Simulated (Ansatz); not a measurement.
# r2SCAN/cc-pVDZ run of BGeH3Cl2 (SMILES Cl[B](Cl)[GeH3])

What is the energy change on altering one bond length of BGeH3Cl2 at r2SCAN/cc-pVDZ? 

The calculation is run with Ansatz 0.2.0.

72 further runs of the same task are left out: 72 set aside as unsound or not needed.

### 1 The molecule

The species is BGeH3Cl2 (7 atoms), meant as a singlet with charge 0. SMILES: `Cl[B](Cl)[GeH3]`. The shape is that of a PBE0-D4/def2-TZVP optimisation.

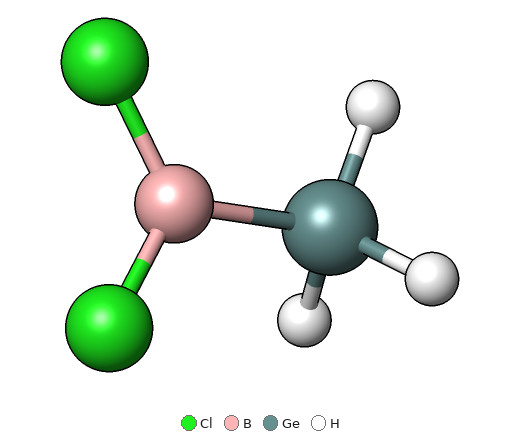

The structure, seen from a chosen angle (chlorine green, boron pink, germanium teal, hydrogen white).

### 2 The energy at r2SCAN/cc-pVDZ

input.yaml reads:

```yaml
crystal:
  periodic: [false, false, false]
  atoms:
    - symbol: Cl
      position_ang: [1.749500, -1.428200, 1.208700]
    - symbol: B
      position_ang: [0.206400, -1.021900, 0.511500]
    - symbol: Cl
      position_ang: [-1.082400, -2.191800, 0.604700]
    - symbol: Ge
      position_ang: [-0.123100, 0.798500, -0.412200]
    - symbol: H
      position_ang: [-0.556200, 0.560600, -1.868300]
    - symbol: H
      position_ang: [-1.266100, 1.534300, 0.306700]
    - symbol: H
      position_ang: [1.133300, 1.680500, -0.396700]
basis:
  gaussian: {orbitals: cc-pVDZ}
hamiltonian: {xc: r2scan}
output: {orbitals: {seedname: orbitals}}
accuracy: high
```

Started as:

```bash
ansatz run input.yaml --threads 1 --pin off --max-ram 3480MiB --events-out events.jsonl --progress --plain --runs-dir runs
```

What it wrote:

```text
Warning: RAYON_NUM_THREADS=1 ignored (pool sized by the plan → 1); use --threads N
Functional definition: r2SCAN
  name "r2SCAN"
  parameter k0 = 0.174
  parameter k1 = 0.065
  parameter a1 = 4.9479
  exchange = r2scan_x(k0 = k0, k1 = k1, a1 = a1)
  correlation = r2scan_c
2113 factors; integrals over basis functions are off by at most 4.4e-9 eV
mean field evaluation 1: about -82286.8206 eV, gradient 1.5e1 eV
mean field evaluation 2: about -82286.6646 eV, gradient 1.8e1 eV
mean field evaluation 4: about -82287.5780 eV, gradient 5.8e-1 eV
mean field evaluation 8: about -82287.5764 eV, gradient 1.1e-2 eV
mean field evaluation 16: about -82287.5764 eV, gradient 1.8e-6 eV
mean field -82287.57637607 eV, -3024.0126552981 hartree, gradient 5.6e-8 eV, S^2 0.000000; 0 other end points of the search recorded, 0 dependent functions left out
reference -82287.57637679 eV, -3024.0126553244 hartree; 37, 37 occupied and 55, 55 virtual orbitals, 2113 factors
Total energy: -82287.57637679 eV, -3024.0126553244 hartree
```

It took 21 s on 1 thread of Arm Neoverse V1, shared host; peak memory 0.31 GiB.

### 3 The distorted shape at the same level

in.yaml reads:

```yaml
crystal:
  periodic: [false, false, false]
  atoms:
    - {symbol: Cl, position_ang: [2.780570, -0.492253, 1.134138]}
    - {symbol: B, position_ang: [1.237470, -0.085953, 0.436938]}
    - {symbol: Cl, position_ang: [-1.082400, -2.191800, 0.604700]}
    - {symbol: Ge, position_ang: [0.907970, 1.734447, -0.486762]}
    - {symbol: H, position_ang: [0.474870, 1.496547, -1.942862]}
    - {symbol: H, position_ang: [-0.235030, 2.470247, 0.232138]}
    - {symbol: H, position_ang: [2.164370, 2.616447, -0.471262]}
basis:
  gaussian:
    orbitals: cc-pVDZ
hamiltonian:
  xc: {name: r2SCAN}
accuracy: high
output: {orbitals: {seedname: orbitals}}
```

Started as:

```bash
ansatz run in.yaml --threads 1 --pin off --max-ram 3480MiB --events-out events.jsonl --progress --plain --runs-dir runs
```

What it wrote (excerpt; [...] marks lines left out):

```text
Warning: RAYON_NUM_THREADS=1 ignored (pool sized by the plan → 1); use --threads N
[... 7 set-up lines as earlier in the session ...]
2072 factors; integrals over basis functions are off by at most 4.6e-9 eV
mean field evaluation 1: about -82280.8258 eV, gradient 2.5e1 eV
mean field evaluation 2: about -82099.9859 eV, gradient 1.7e2 eV
mean field evaluation 4: about -82282.2835 eV, gradient 2.0e1 eV
mean field evaluation 8: about -82283.8349 eV, gradient 2.7e-1 eV
mean field evaluation 16: about -82283.8335 eV, gradient 1.0e-4 eV
mean field -82283.83346809 eV, -3023.8751059667 hartree, gradient 1.9e-8 eV, S^2 0.000000; 0 other end points of the search recorded, 0 dependent functions left out
reference -82283.83346884 eV, -3023.8751059945 hartree; 37, 37 occupied and 55, 55 virtual orbitals, 2072 factors
Total energy: -82283.83346884 eV, -3023.8751059945 hartree
```

Run time: 22 s. Hardware: 1 thread of Arm Neoverse V1, shared host; peak memory 0.3 GiB.

### 4 What came out

Level: r2SCAN/cc-pVDZ.

| quantity | value |
| --- | --- |
| first shape: total energy | -3024.01266 Eh |
| first shape: HOMO energy | -7.30 eV |
| first shape: LUMO energy | -2.64 eV |
| first shape: HOMO–LUMO gap | 4.66 eV |
| distorted shape: total energy | -3023.87511 Eh |
| distorted shape: HOMO energy | -5.95 eV |
| distorted shape: LUMO energy | -4.70 eV |
| distorted shape: HOMO–LUMO gap | 1.26 eV |
| energy change with the B2–Cl3 bond stretched from 1.743 to 3.138 Å | 3.743 eV |

What this shows: With the B2–Cl3 bond stretched from 1.743 to 3.138 Å the energy rises by 3.74 eV (361 kJ/mol). The first shape isn't relaxed at this level, so the change isn't measured from a minimum.
